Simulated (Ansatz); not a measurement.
# Does disorder add resistance in series? Ta(100) layers displaced at 180 K

Two lengths of the disordered region are known. What area resistance does the third give?

**Method.** Ansatz 0.2.0, plane waves with PAW datasets at their recommended cutoffs (420 eV for most), Fermi-Dirac smearing; ballistic transmission by layer matching. The area resistance is RA = A (h/2e²)(1/T − 1/N), with T the zone-mean transmission per spin and N the lead's channels, both averaged over a few energies near the Fermi level; for magnets each spin is taken apart, with h/e², and the two conduct in parallel. Lateral cell 2x2, PBE, a fresh random draw for each length. Atoms are displaced independently, by 0.0513 Å r.m.s. per direction; each RA is scaled by the nominal over the drawn mean square displacement.

Results; the value marked ? is to be predicted:

```tsv
length (Å)	channels N	RA (fΩ m²)
6.61	10.26	0.115
13.2	10.21	0.185
19.8	10.21	?
```

Worked fit:

Ohm's law makes RA linear in the length: the slope is (0.185 − 0.115)/(13.2 − 6.61) = 0.0107 fΩ m² per Å, or 11 µΩ cm. Then 0.185 + 0.0107 × 6.61. Predicted: 0.256 fΩ m².

Check against the run:

0.236 fΩ m², so the prediction is 8.5 % too high. The three lengths together give 9.2 µΩ cm. The two increments are 0.071 and 0.050 fΩ m²; with one draw for each length, their difference can't be told from scatter.

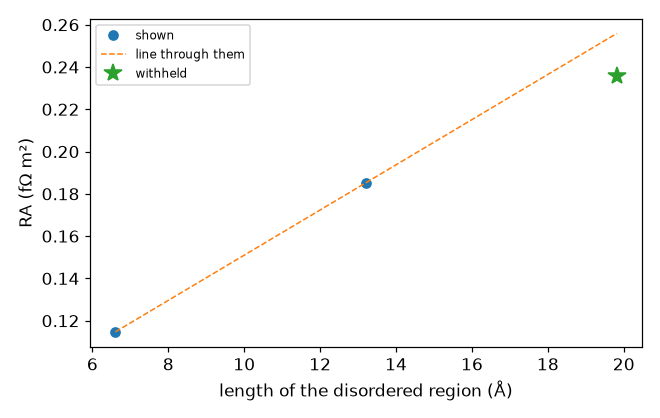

Area resistance against length.

Caveats: The scatterers repeat sideways with the small cell. The slope is a raw one; a model of isotropic scattering puts it 1.10 times the bulk value over these lengths. Spin-orbit coupling is left out, which matters for Ta.

[Logs are printed without paths, hosts, clocks, repeated set-up lines and the standing remarks that a program may print on its own settings, such as how far it seeks lower states.]
